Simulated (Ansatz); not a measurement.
**C2H8GaN: geometry and vibrations**

Aim: relax C2H8GaN from a cheap starting geometry, check the end point by its vibrations and derive ideal-gas thermochemistry.

Program: Ansatz 0.2.0, Gaussian basis. Level of theory: RKS PBE0-D4/def2-TZVP. These are calculated values, not measurements.

The runs, in order: relaxation at PBE-D4/def2-SVP; relaxation at PBE0-D4/def2-TZVP; harmonic vibrations at the same level.

1 further run of the same task is left out (set aside as unsound or not needed).

## (1) The starting structure

SMILES `[CH3][Ga]([CH3])[NH2]`, 12 atoms, charge 0, spin multiplicity 1.

Atoms are counted from 1 here; the program's logs count them from 0.

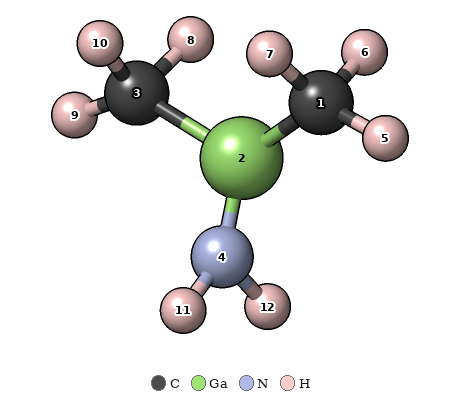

Start geometry, drawn with carbon dark grey, gallium green, nitrogen light blue, hydrogen pink; atoms are numbered from 1 in the order of the file.

The start is a force-field geometry with small random shifts, so a cheaper pass at PBE-D4/def2-SVP comes first.

## (2) Optimising with PBE-D4/def2-SVP (cheap first pass)

Contents of in.yaml:

```yaml
crystal:
  periodic: [false, false, false]
  atoms:
    - {symbol: C, position_ang: [-0.547800, 1.509100, -0.321900]}
    - {symbol: Ga, position_ang: [-0.267400, -0.106500, -0.002200]}
    - {symbol: C, position_ang: [1.256900, -0.833200, 0.734700]}
    - {symbol: N, position_ang: [-0.887200, -1.040100, -0.630100]}
    - {symbol: H, position_ang: [-1.443500, 2.053600, -0.854100]}
    - {symbol: H, position_ang: [-0.585500, 1.844600, 0.739700]}
    - {symbol: H, position_ang: [0.382800, 1.873100, -0.802400]}
    - {symbol: H, position_ang: [1.148600, -0.301300, 1.707200]}
    - {symbol: H, position_ang: [1.657600, -1.847700, 0.984100]}
    - {symbol: H, position_ang: [2.053500, -0.275000, 0.189900]}
    - {symbol: H, position_ang: [-0.924800, -1.450200, -1.569100]}
    - {symbol: H, position_ang: [-1.766200, -1.481600, -0.141700]}
basis:
  gaussian: {orbitals: def2-SVP}
hamiltonian: {xc: pbe, dispersion: d4}
relax: {f_tol: 0.03, max_steps: 200}
```

The log of the run, cut to the lines that bear on the results:

```text
Functional definition: PBE
  name "PBE"
  cite "Perdew, Burke & Ernzerhof, Phys. Rev. Lett. 77, 3865 (1996) doi:10.1103/PhysRevLett.77.3865"
  parent pbe
[...]
1307 factors; their error is unknown
[...]
mean field -56037.30633074 eV, -2059.3330242043 hartree, gradient 7.8e-5 eV, S^2 0.000000; 0 other end points of the search recorded, 0 dependent functions left out
[...]
reference -56037.30636909 eV, -2059.3330256136 hartree; 29, 29 occupied and 85, 85 virtual orbitals, 1307 factors
relax step   1: F+E_penalty+E_count = -56037.54837644 eV  Δ(F+E_penalty+E_count) = +0.000e0 eV  max|allowed force component| = 4.159e1 eV/Å  Δτ_max = 0.0000 Å  (29 SCF iters, accepted)
[...]
relax step   4: F+E_penalty+E_count = -56050.36211134 eV  Δ(F+E_penalty+E_count) = -8.344e-1 eV  max|allowed force component| = 1.000e0 eV/Å  Δτ_max = 0.1988 Å  (33 SCF iters, accepted)
[...]
relax step   7: F+E_penalty+E_count = -56050.79637491 eV  Δ(F+E_penalty+E_count) = -1.472e-1 eV  max|allowed force component| = 8.237e-1 eV/Å  Δτ_max = 0.2000 Å  (28 SCF iters, accepted)
[...]
relax step  10: F+E_penalty+E_count = -56051.05361652 eV  Δ(F+E_penalty+E_count) = -3.876e-2 eV  max|allowed force component| = 9.154e-2 eV/Å  Δτ_max = 0.2000 Å  (27 SCF iters, accepted)
[...]
1307 factors; their error is unknown
mean field -56050.85026325 eV, -2059.8307545437 hartree, gradient 2.4e-5 eV, S^2 0.000000; 1 other end points of the search recorded, 0 dependent functions left out
[...]
reference -56050.85030399 eV, -2059.8307560407 hartree; 29, 29 occupied and 85, 85 virtual orbitals, 1307 factors
Total energy: -56051.05660185 eV, -2059.8383373471 hartree
Atom 0 at    -0.502548     1.807711    -0.389391 Å, force    -0.000426     0.002170    -0.000105 eV/Å
Atom 1 at    -0.074004    -0.094601    -0.051809 Å, force    -0.000141     0.000987     0.001785 eV/Å
Atom 2 at     1.458516    -0.793028     0.987299 Å, force     0.002332    -0.001486    -0.001105 eV/Å
Atom 3 at    -1.216715    -1.335574    -0.770042 Å, force     0.000221    -0.000161    -0.000072 eV/Å
Atom 4 at    -1.367971     1.921821    -1.071541 Å, force    -0.001273    -0.001033     0.000129 eV/Å
Atom 5 at    -0.742383     2.322099     0.564088 Å, force     0.001339     0.002057     0.001389 eV/Å
Atom 6 at     0.366516     2.333591    -0.834808 Å, force     0.000961    -0.001052    -0.000727 eV/Å
Atom 7 at     1.444047    -0.390680     2.020983 Å, force     0.000638     0.000549     0.001056 eV/Å
Atom 8 at     1.450556    -1.899425     1.043288 Å, force    -0.001487    -0.000215     0.000242 eV/Å
Atom 9 at     2.416016    -0.474783     0.525966 Å, force     0.000734     0.001733     0.000861 eV/Å
Atom 10 at    -2.041825    -1.106158    -1.326806 Å, force    -0.002138    -0.001501    -0.002548 eV/Å
Atom 11 at    -1.113205    -2.346172    -0.663128 Å, force    -0.000760    -0.002048    -0.000905 eV/Å
Dipole moment:    -0.080918    -0.086562    -0.048567 e Å
```

It took 17 s on 4 threads, shared host.

Relaxation path:

| step | energy from step 1 (eV) | largest force component (eV/Å) |
| --- | --- | --- |
| 1 | 0.0000 | 41.5900 |
| 2 | -9.2101 | 12.0300 |
| 3 | -11.9793 | 4.1850 |
| 4 | -12.8137 | 1.0000 |
| 5 | -12.9772 | 0.7707 |
| 6 | -13.1008 | 1.4920 |
| 7 | -13.2480 | 0.8237 |
| 8 | -13.3758 | 0.5138 |
| 9 | -13.4665 | 0.2951 |
| 10 | -13.5052 | 0.0915 |
| 11 | -13.5076 | 0.0418 |
| 12 | -13.5082 | 0.0025 |

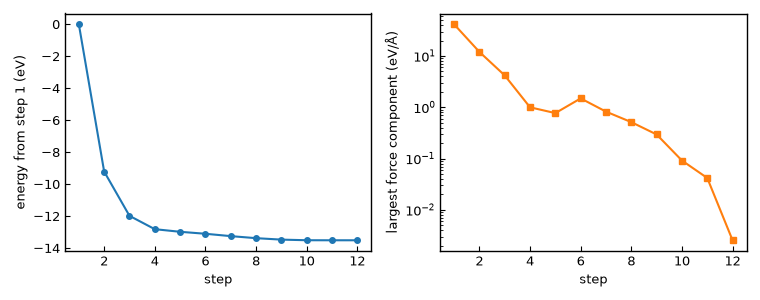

Energy and force, step by step.

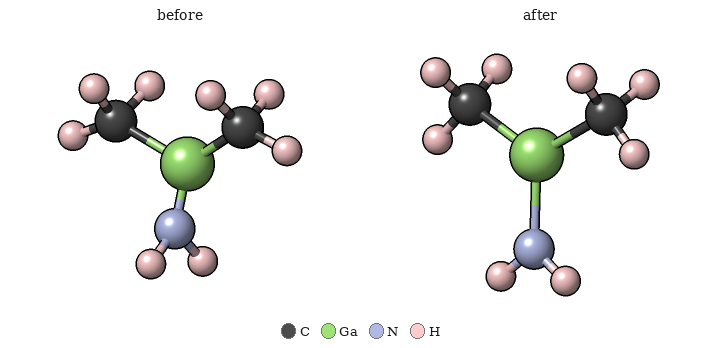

Before and after, at one scale.

Distances of close pairs at the start and the end, largest changes first:

| bond | before (Å) | after (Å) | change (Å) |
| --- | --- | --- | --- |
| Ga2–N4 | 1.285 | 1.833 | +0.549 |
| C1–Ga2 | 1.671 | 1.979 | +0.308 |
| Ga2–C3 | 1.842 | 1.979 | +0.136 |
| N4–H12 | 1.098 | 1.021 | -0.077 |
| C1–H5 | 1.176 | 1.108 | -0.068 |
| C3–H9 | 1.119 | 1.108 | -0.011 |
| C3–H10 | 1.115 | 1.109 | -0.005 |
| C3–H8 | 1.114 | 1.109 | -0.004 |

## (3) Optimising with PBE0-D4/def2-TZVP

Contents of in.yaml:

```yaml
crystal:
  periodic: [false, false, false]
  atoms:
    - {symbol: C, position_ang: [-0.502548, 1.807711, -0.389391]}
    - {symbol: Ga, position_ang: [-0.074004, -0.094601, -0.051809]}
    - {symbol: C, position_ang: [1.458516, -0.793028, 0.987299]}
    - {symbol: N, position_ang: [-1.216715, -1.335574, -0.770042]}
    - {symbol: H, position_ang: [-1.367971, 1.921821, -1.071541]}
    - {symbol: H, position_ang: [-0.742383, 2.322099, 0.564088]}
    - {symbol: H, position_ang: [0.366516, 2.333591, -0.834808]}
    - {symbol: H, position_ang: [1.444047, -0.390680, 2.020983]}
    - {symbol: H, position_ang: [1.450556, -1.899425, 1.043288]}
    - {symbol: H, position_ang: [2.416016, -0.474783, 0.525966]}
    - {symbol: H, position_ang: [-2.041825, -1.106158, -1.326806]}
    - {symbol: H, position_ang: [-1.113205, -2.346172, -0.663128]}
basis:
  gaussian: {orbitals: def2-TZVP}
hamiltonian: {xc: pbe0, dispersion: d4}
relax: {f_tol: 0.005, max_steps: 150}
```

The log of the run, cut to the lines that bear on the results:

```text
Functional definition: PBE0
  name "PBE0"
  cite "Adamo & Barone, J. Chem. Phys. 110, 6158 (1999) doi:10.1063/1.478522"
  cite "Perdew, Burke & Ernzerhof, Phys. Rev. Lett. 77, 3865 (1996) doi:10.1103/PhysRevLett.77.3865"
  parent pbe
[...]
1280 factors; their error is unknown
[...]
mean field -56063.51912517 eV, -2060.2963266319 hartree, gradient 4.2e-5 eV, S^2 0.000000; 0 other end points of the search recorded, 0 dependent functions left out
[...]
reference -56063.51915821 eV, -2060.2963278459 hartree; 29, 29 occupied and 160, 160 virtual orbitals, 1280 factors
relax step   1: F+E_penalty+E_count = -56063.69447034 eV  Δ(F+E_penalty+E_count) = +0.000e0 eV  max|allowed force component| = 6.795e-1 eV/Å  Δτ_max = 0.0000 Å  (27 SCF iters, accepted)
[...]
Atom 2 at     1.442336    -0.783032     0.989405 Å, force     0.000219    -0.000238     0.000018 eV/Å
Atom 3 at    -1.206779    -1.333159    -0.779085 Å, force    -0.002575    -0.002244    -0.000620 eV/Å
Atom 4 at    -1.389930     1.910344    -0.999030 Å, force     0.000925     0.000449     0.000388 eV/Å
Atom 5 at    -0.659336     2.323331     0.559909 Å, force     0.000302    -0.000672    -0.001017 eV/Å
Atom 6 at     0.336099     2.290139    -0.889236 Å, force    -0.000893     0.000073     0.000084 eV/Å
Atom 7 at     1.414267    -0.397180     2.011582 Å, force    -0.000282     0.000022    -0.000532 eV/Å
Atom 8 at     1.443445    -1.873325     1.034138 Å, force     0.000351     0.000306    -0.000042 eV/Å
Atom 9 at     2.387690    -0.456686     0.548439 Å, force     0.000035    -0.000131     0.000280 eV/Å
Atom 10 at    -2.017198    -1.104891    -1.329400 Å, force     0.001321     0.000591     0.000376 eV/Å
Atom 11 at    -1.098221    -2.327962    -0.677502 Å, force     0.000948     0.001460     0.000159 eV/Å
Dipole moment:    -0.041546    -0.044992    -0.025843 e Å
```

Run time: 47 s. Hardware: 4 threads, shared host; peak memory 0.49 GiB.

Step by step:

| step | energy from step 1 (eV) | largest force component (eV/Å) |
| --- | --- | --- |
| 1 | 0.0000 | 0.6795 |
| 2 | -0.0384 | 0.1677 |
| 3 | -0.0415 | 0.0128 |
| 4 | -0.0415 | 0.0063 |
| 5 | -0.0415 | 0.0052 |
| 6 | -0.0415 | 0.0006 |
| 7 | -0.0416 | 0.0078 |
| 8 | -0.0416 | 0.0094 |
| 9 | -0.0416 | 0.0123 |
| 10 | -0.0416 | 0.0114 |
| 11 | -0.0416 | 0.0079 |
| 12 | -0.0416 | 0.0045 |
| 13 | -0.0416 | 0.0026 |

The force was under the threshold of 0.005 eV/Å already at step 6, but the program went on to step 13.

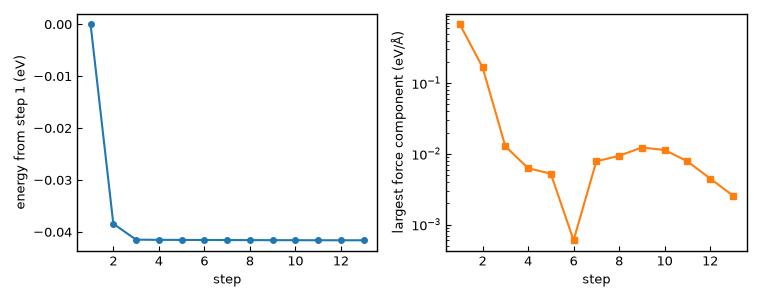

Energy and force, step by step.

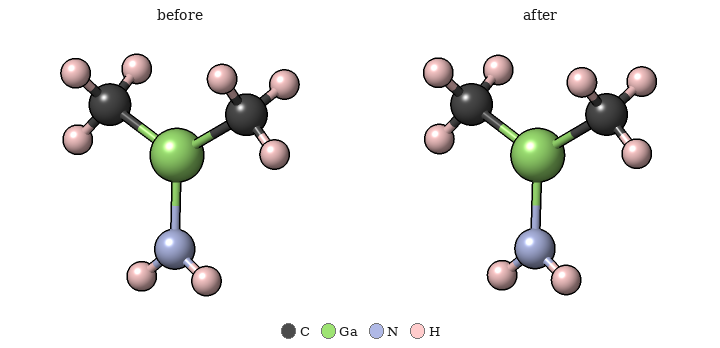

The geometry before (left) and after (right).

Distances of close pairs at the start and the end, largest changes first:

| bond | before (Å) | after (Å) | change (Å) |
| --- | --- | --- | --- |
| C3–H9 | 1.108 | 1.091 | -0.017 |
| C1–H5 | 1.108 | 1.091 | -0.017 |
| C1–H6 | 1.110 | 1.093 | -0.017 |
| C3–H10 | 1.109 | 1.093 | -0.016 |
| C3–H8 | 1.109 | 1.093 | -0.016 |
| C1–H7 | 1.109 | 1.093 | -0.016 |
| N4–H12 | 1.021 | 1.006 | -0.016 |
| N4–H11 | 1.021 | 1.006 | -0.016 |

Mulliken charges of the relaxed molecule (report file):

| atom | value (e) |
| --- | --- |
| C1 | -0.58 |
| Ga2 | 0.51 |
| C3 | -0.58 |
| N4 | -0.65 |
| H5 | 0.14 |
| H6 | 0.14 |
| H7 | 0.14 |
| H8 | 0.14 |
| H9 | 0.14 |
| H10 | 0.14 |
| H11 | 0.23 |
| H12 | 0.23 |

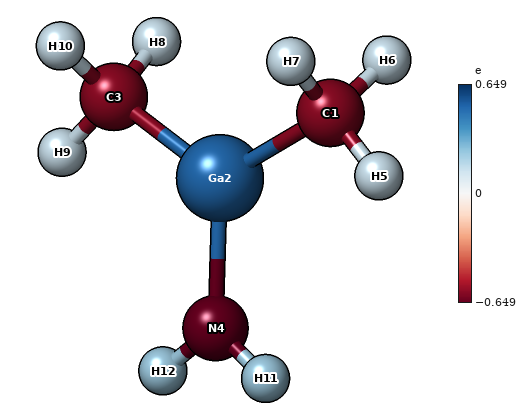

Mulliken charges of the relaxed molecule (report file), as colours on the atoms.

## (4) Harmonic vibrations

Contents of in.yaml:

```yaml
crystal:
  periodic: [false, false, false]
  atoms:
    - {symbol: C, position_ang: [-0.496565, 1.795142, -0.383074]}
    - {symbol: Ga, position_ang: [-0.078808, -0.097921, -0.052047]}
    - {symbol: C, position_ang: [1.442336, -0.783032, 0.989405]}
    - {symbol: N, position_ang: [-1.206779, -1.333159, -0.779085]}
    - {symbol: H, position_ang: [-1.389930, 1.910344, -0.999030]}
    - {symbol: H, position_ang: [-0.659336, 2.323331, 0.559909]}
    - {symbol: H, position_ang: [0.336099, 2.290139, -0.889236]}
    - {symbol: H, position_ang: [1.414267, -0.397180, 2.011582]}
    - {symbol: H, position_ang: [1.443445, -1.873325, 1.034138]}
    - {symbol: H, position_ang: [2.387690, -0.456686, 0.548439]}
    - {symbol: H, position_ang: [-2.017198, -1.104891, -1.329400]}
    - {symbol: H, position_ang: [-1.098221, -2.327962, -0.677502]}
basis:
  gaussian: {orbitals: def2-TZVP}
hamiltonian: {xc: pbe0, dispersion: d4}
phonons: {temperatures: {t_min: 298.15, t_max: 900, t_step: 200}}
```

The log of the run, cut to the lines that bear on the results:

```text
Functional definition: PBE0
  name "PBE0"
  cite "Adamo & Barone, J. Chem. Phys. 110, 6158 (1999) doi:10.1063/1.478522"
  cite "Perdew, Burke & Ernzerhof, Phys. Rev. Lett. 77, 3865 (1996) doi:10.1103/PhysRevLett.77.3865"
  parent pbe
[...]
1280 factors; their error is unknown
[...]
mean field -56063.55960263 eV, -2060.2978141512 hartree, gradient 1.5e-5 eV, S^2 0.000000; 0 other end points of the search recorded, 0 dependent functions left out
[...]
reference -56063.55963543 eV, -2060.2978153563 hartree; 29, 29 occupied and 160, 160 virtual orbitals, 1280 factors
[...]
1280 factors; their error is unknown
mean field -56063.55944165 eV, -2060.2978082351 hartree, gradient 1.2e-6 eV, S^2 0.000000; 0 other end points of the search recorded, 0 dependent functions left out
[...]
reference -56063.55947444 eV, -2060.2978094403 hartree; 29, 29 occupied and 160, 160 virtual orbitals, 1280 factors
[...]
Atom 5 at    -0.659336     2.323331     0.559909 Å, force     0.000308    -0.000685    -0.001037 eV/Å
Atom 6 at     0.336099     2.290139    -0.889236 Å, force    -0.000879     0.000086     0.000075 eV/Å
Atom 7 at     1.414267    -0.397180     2.011582 Å, force    -0.000287     0.000030    -0.000515 eV/Å
Atom 8 at     1.443445    -1.873325     1.034138 Å, force     0.000347     0.000334    -0.000045 eV/Å
Atom 9 at     2.387690    -0.456686     0.548439 Å, force     0.000031    -0.000130     0.000281 eV/Å
Atom 10 at    -2.017198    -1.104891    -1.329400 Å, force     0.001312     0.000596     0.000368 eV/Å
Atom 11 at    -1.098221    -2.327962    -0.677502 Å, force     0.000949     0.001461     0.000158 eV/Å
Dipole moment:    -0.041545    -0.044993    -0.025843 e Å
Vibrations: 42.31 50.13 143.33 155.21 168.38 286.08 425.09 546.43 595.14 646.18 674.24 691.25 725.88 753.31 771.28 1226.49 1228.34 1445.50 1449.30 1453.46 1455.49 1564.94 3049.51 3050.99 3127.48 3128.21 3144.40 3144.70 3611.39 3716.25 cm⁻¹, zero-point energy 2.632846 eV
```

Run time: 3 min. Hardware: 4 threads, shared host; peak memory 0.52 GiB.

Motions are named by where the mode's potential energy lies. Wavenumbers, unscaled:

| mode | cm⁻¹ | motion |
| --- | --- | --- |
| 1 | 42 | torsion |
| 2 | 50 | torsion |
| 3 | 143 | bend |
| 4 | 155 | torsion |
| 5 | 168 | bend |
| 6 | 286 | torsion with out-of-plane bend |
| 7 | 425 | torsion |
| 8 | 546 | Ga–C stretch |
| 9 | 595 | Ga–C stretch |
| 10 | 646 | bend |
| 11 | 674 | bend |
| 12 | 691 | Ga–N stretch |
| 13 | 726 | bend |
| 14 | 753 | bend |
| 15 | 771 | bend |
| 16 | 1226 | bend |
| 17 | 1228 | bend |
| 18 | 1445 | bend |
| 19 | 1449 | bend |
| 20 | 1453 | bend |
| 21 | 1455 | bend |
| 22 | 1565 | bend |
| 23 | 3050 | C–H stretch |
| 24 | 3051 | C–H stretch |
| 25 | 3127 | C–H stretch |
| 26 | 3128 | C–H stretch |
| 27 | 3144 | C–H stretch |
| 28 | 3145 | C–H stretch |
| 29 | 3611 | N–H stretch |
| 30 | 3716 | N–H stretch |

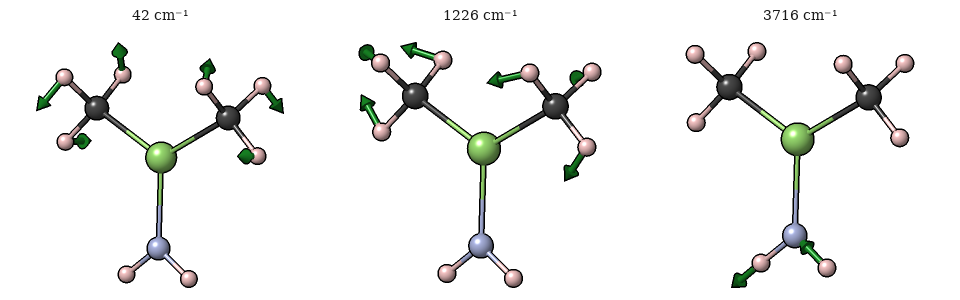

How the atoms move in 3 of the modes.

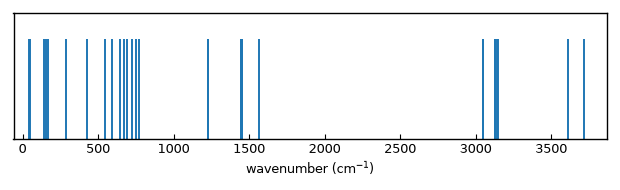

The harmonic wavenumbers as sticks (no intensities were computed).

Ideal gas, rigid rotor and harmonic oscillator at 298.15 K and 1 bar, with symmetry number 2:

| term | value |
| --- | --- |
| zero-point energy | 60.7 kcal/mol |
| H(298) − E | 66.5 kcal/mol |
| entropy, translation | 168.1 J/(mol K) |
| entropy, rotation | 102.6 J/(mol K) |
| entropy, vibration | 96.6 J/(mol K) |
| entropy, total | 367.4 J/(mol K) |

## (5) Summary of results

| quantity | value |
| --- | --- |
| point group | C2v |
| steps | 12 + 13 |
| shift from the start (rms) | 0.594 Å |
| total energy | -56063.7361 eV |
| dispersion term | -176 meV |
| dipole moment | 0.32 D |
| lowest, highest wavenumber | 42, 3716 cm⁻¹ |
| zero-point energy | 60.7 kcal/mol |
| entropy at 298.15 K | 367.4 J/(mol K) |

**Reading.** The atoms moved 0.59 Å (rms) from the start; the bond that changed most is Ga2–N4, from 1.285 to 1.824 Å. No mode is imaginary: a true minimum at this level. The stiffest mode, 3716 cm⁻¹, is an N–H stretch, and 5 modes under 200 cm⁻¹ make the vibrational entropy uncertain. Harmonic hybrid wavenumbers usually lie a few per cent above measured fundamentals. The largest Mulliken charge, -0.65 e, sits on N4.
